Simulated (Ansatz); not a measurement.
# Zn3GeN: the cost of one run

Method: DFT PBE, scalar-relativistic, plane waves, PAW, in Ansatz 0.2.0.

## (1) The system as given

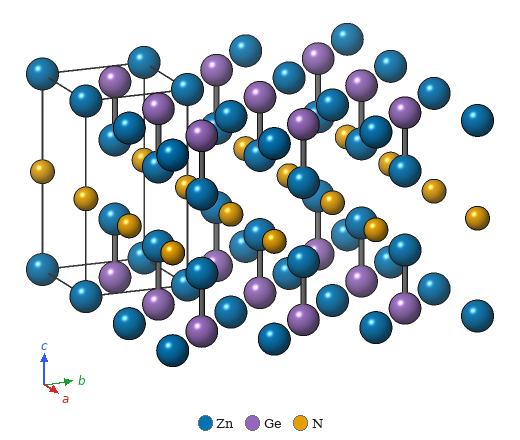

The starting structure, seen slightly off an axis (zinc blue, germanium purple, nitrogen amber). 3×3×1 cells are drawn. Atoms on the faces are drawn again on the opposite ones.

As a file:

```xyz
5
Lattice="3.5964 0.0000 0.0000 0.0000 3.5964 0.0000 0.0000 0.0000 6.6051" Properties=species:S:1:pos:R:3 pbc="T T T"
Zn    1.7982    1.7982    4.6396
Zn    1.7982    1.7982    1.9656
Zn    0.0000    0.0000    0.0000
Ge    1.7982    1.7982    0.0000
N     0.0000    0.0000    3.3026
```

A structure generator made this guess: random cell by space group and Wyckoff sites (P4/mmm, No. 123). The dimensions are guesses.

## (2) A first look at the guess

input.yaml

```yaml
crystal:
  lattice:
    - [3.59639921, 0.0, 0.0]
    - [0.0, 3.59639921, 0.0]
    - [0.0, 0.0, 6.60514075]
  atoms:
    - { symbol: Zn, position: [0.5, 0.5, 0.70241683] }
    - { symbol: Zn, position: [0.5, 0.5, 0.29758317] }
    - { symbol: Zn, position: [0.0, 0.0, 0.0] }
    - { symbol: Ge, position: [0.5, 0.5, 0.0] }
    - { symbol: "N", position: [0.0, 0.0, 0.5] }
basis:
  ecutwfc: 420
kpoints:
  mp_grid: { grid: [6, 6, 4] }
hamiltonian:
  xc: pbe
scf:
  occupations: { method: gaussian, width: 0.1 }
  lower_state_search: "off"
output:
  forces: true
  stress: true
  eigenvalues: true
```

The run is started by

```bash
$ ansatz run input.yaml --threads 1 --pin off --max-ram 2560MiB --backend cpu --events-out ev --progress --plain --runs-dir out
```

What time and memory should one allow on 1 thread of Intel Xeon at 2.70GHz, shared host?

About 6.7 s, with a peak of 0.41 GiB.
